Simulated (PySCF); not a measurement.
**F₅Ta, SMILES `F[Ta](F)(F)(F)F`: what the electrons do**

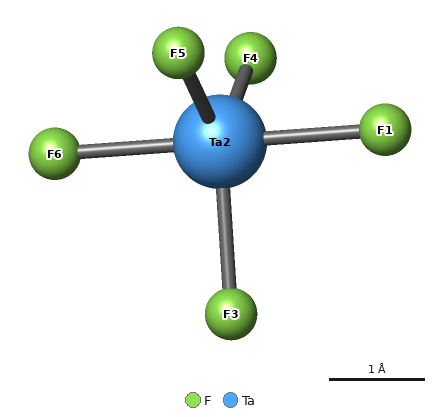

The molecule, with its atoms numbered as below. No frequency check shows the geometry to be a minimum.

Cartesian coordinates (Å):

```
F1       1.7958    0.0003   -0.0011
Ta2     -0.0001   -0.0001   -0.0001
F3      -0.0000   -1.7564   -0.4705
F4      -0.0011    1.2861   -1.2855
F5       0.0018    0.4708    1.7564
F6      -1.7957   -0.0001    0.0014
```

Part 1: Bonding charge

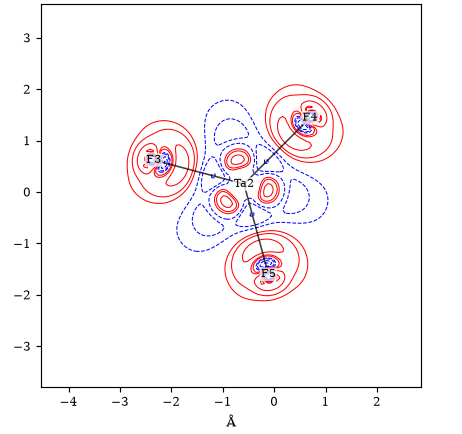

Deformation density (molecule less spherical, spin-averaged free atoms) in the plane of Ta2, F3, F4 and F5; contours at ±0.05 to ±0.8 e/Å³; solid red lines: gain, dashed blue lines: loss.

PySCF calculation, B3LYP/def2-SVPD, gas phase; geometry: GFN2-xTB. Core potentials replace the inner electrons of Ta; spin–orbit coupling isn't included. This is a single-reference result, which may miss multireference character in this system.

Q: How much density has each bond in this plane gained at its critical point, relative to the free atoms?

A: Ta2–F3, Ta2–F4 and Ta2–F5: +0.02 e/Å³ at the bond critical point (bond length 1.82 Å); up to 0.6 Å beside the axis the gain reaches +0.24 e/Å³. In all, 1.6 electrons gather in the regions of gain relative to the promolecule. A small or negative value marks a very polar bond, one between electron-rich atoms, whose free-atom densities already overlap strongly, a long bond to a heavier atom, or a closed-shell contact such as a hydrogen bond.

Q: Where do the Hirshfeld charges lie?

A: The highest Hirshfeld charge is on Ta2 (+1.04 e), the lowest on F1 and F6 (−0.22 e).

| atom | charge (e) |
| --- | --- |
| F1 | −0.22 |
| Ta2 | +1.04 |
| F3 | −0.20 |
| F4 | −0.20 |
| F5 | −0.20 |
| F6 | −0.22 |

Part 2: Local ionisation energy

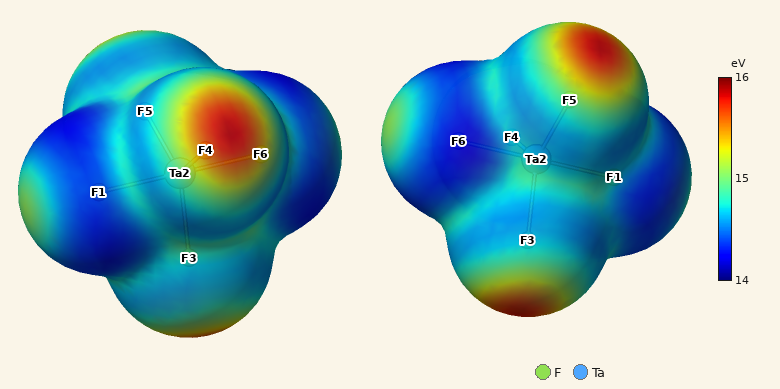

Average local ionisation energy on the surface of electron density 0.001 a.u. (back view left, front view right).

Q: Locate the minima of the map.

A: The lowest value is 14.2 eV, 1.7 Å from F1, and at like points elsewhere. For comparison, the highest occupied orbital lies at −12.2 eV.

Q: What volume does the surface enclose, and what is the dipole moment?

A: About 93 Å³; the dipole moment is 0.0 D.

Part 3: In an electric field

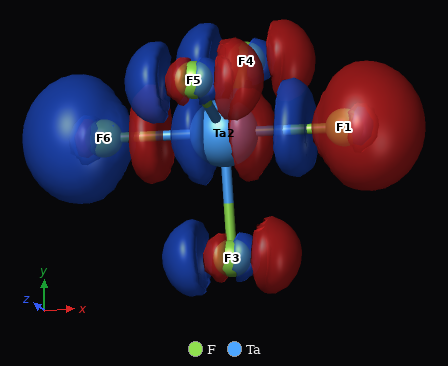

Change of the electron density in a uniform field of 0.21 V/Å, surfaces at ±0.0015 e/Å³ (blue: gain, red: loss).

Method: B3LYP/def2-SVPD; geometry: GFN2-xTB; program: PySCF. Core potentials replace the inner electrons of Ta; spin–orbit coupling isn't included. This is a single-reference result, which may miss multireference character in this system.

Q: Along which Cartesian direction does the field point?

A: Along +x: electrons gather on the −x side, against the field.

Q: What dipole is induced, and what polarisability does it imply?

A: The induced dipole is 0.41 D (along the field); α along this axis, from the fields in both directions, is 40 bohr³ (6.0 Å³).

Q: Which atoms gain and lose the most charge?

A: Electrons gather most on F6 (Hirshfeld charge changes by −0.012 e) and leave F1 most (+0.012 e); 0.036 electrons are displaced in all.

The PySCF runs shown took 12 s and 26 s on 1 thread of Intel(R) Xeon(R) Platinum 8488C (Sapphire Rapids), on a shared host.
